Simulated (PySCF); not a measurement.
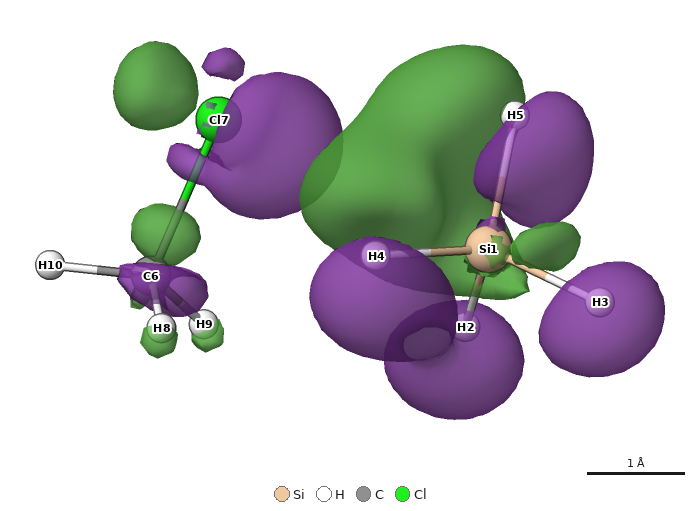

Figure 1: CH₇ClSi, SMILES `[SiH4].CCl`. Density of the complex less the densities of the two fragments at the same geometry, ±0.0015 e/Å³ (purple: gain, green: loss). Fragment A: SiH4 (atoms 1–5); fragment B: H3CCl.

PySCF calculation, HF/aug-cc-pVDZ, gas phase; geometry: GFN2-xTB. GFN2-xTB bond lengths at metals and heavier atoms can be off by up to 0.1 Å and shapes distorted, which carries into these values.

Coordinates in Å:

```
Si1      2.1282   -0.0672   -0.0003
H2       1.4774   -0.9147   -0.9989
H3       3.5566   -0.3778    0.0166
H4       1.5666   -0.3602    1.3170
H5       1.9349    1.3392   -0.3310
C6      -1.7403   -1.0413   -0.0003
Cl7     -1.3194    0.6834    0.0003
H8      -1.0978   -1.5463    0.7143
H9      -1.5770   -1.4307   -1.0002
H10     -2.7837   -1.1389    0.2826
```

### How is the density rearranged on binding?

Hirshfeld charges show almost no net transfer (under 0.005 e). 0.04 e is displaced in all, which induces a dipole of 0.28 D.

### What is the interaction energy, and which contacts carry it?

The counterpoise-corrected interaction energy of the frozen fragments is +1.0 kcal/mol without dispersion correction and −2.0 kcal/mol with D3(BJ). The pair geometry is semi-empirical, not a minimum at this level. Contacts: Si1···Cl7, 3.53 Å, ρ = 0.006 a.u. The pose is a local one from a semi-empirical search, not shown to be the most stable.
